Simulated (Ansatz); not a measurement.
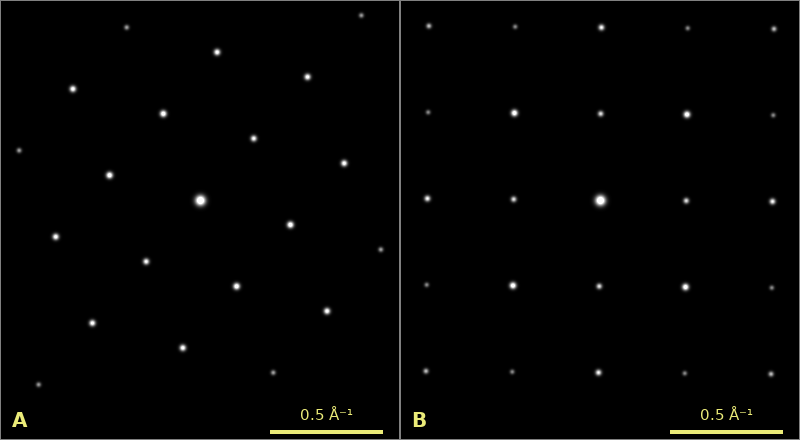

Kinematic electron diffraction patterns (200 kV, B = 0.5 Å², same scale, each along a low-index zone) of two structures of composition WF2, each relaxed at zero pressure with Ansatz 0.2.0, DFT PBEsol, scalar-relativistic, plane waves, PAW.

The structures (standard cells):
1. Fm-3m (No. 225), a = 5.151 Å, 12 atoms; generated start, possibly hypothetical
2. P4_2/mnm (No. 136), a = 5.438 Å, c = 2.633 Å, 6 atoms; generated start, possibly hypothetical

> Which pattern belongs to which structure, and along which zone?

A is structure 2 along [100] or an equivalent direction: centred rectangular net of 0 2 0 at d = 2.72 Å and 0 1 1 at d = 2.37 Å, 64.2° apart (some points of this net are extinct or too weak to see). B is structure 1 along [001] or an equivalent direction: square net of 2 0 0 at d = 2.58 Å and 0 2 0 at d = 2.58 Å, 90.0° apart.

> Which structure lies lowest at this level of theory, and by how much?

Structure 2 (P4_2/mnm, 12.98 Å³ an atom) is the lowest of these; structure 1 (Fm-3m, 11.39 Å³ an atom) lies about 600 meV an atom higher. These are static energies at 0 K; other structures, not shown, may lie lower still.
